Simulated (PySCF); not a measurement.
C4H9BF2, SMILES CC(C)(C)B(F)F at its GFN2-xTB optimised geometry (Å):

```
16

B      0.7847     1.0837     0.0000
F      2.1031     1.0837     0.0000
F      0.2628     2.2939     0.0000
C     -0.0825    -0.2549     0.0598
C     -1.5211    -0.0241    -0.4246
C      0.5621    -1.3710    -0.7777
C     -0.1255    -0.7148     1.5328
H     -2.1031    -0.9373    -0.3205
H     -1.5292     0.2737    -1.4704
H     -1.9984     0.7613     0.1558
H      0.5785    -1.0988    -1.8305
H      1.5847    -1.5487    -0.4550
H     -0.0036    -2.2939    -0.6685
H      0.8786    -0.8999     1.9067
H     -0.5937     0.0414     2.1587
H     -0.7009    -1.6348     1.6121
```

Level of theory: PBE0/def2-TZVP run with PySCF. Cells within 0.4 Å of a nucleus heavier than hydrogen are left out (blank, or x).

Map of the log10 of the electron density (e/bohr³), floored at −4 on the plane z = 0.0 Å:

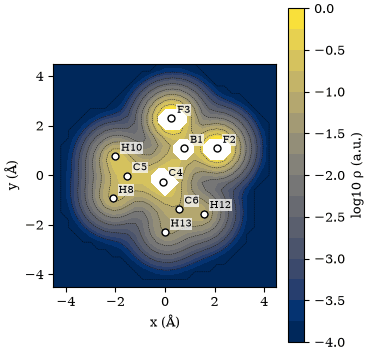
*Log10 of the electron density (e/bohr³), floored at −4 on the plane z = 0.0 Å.*
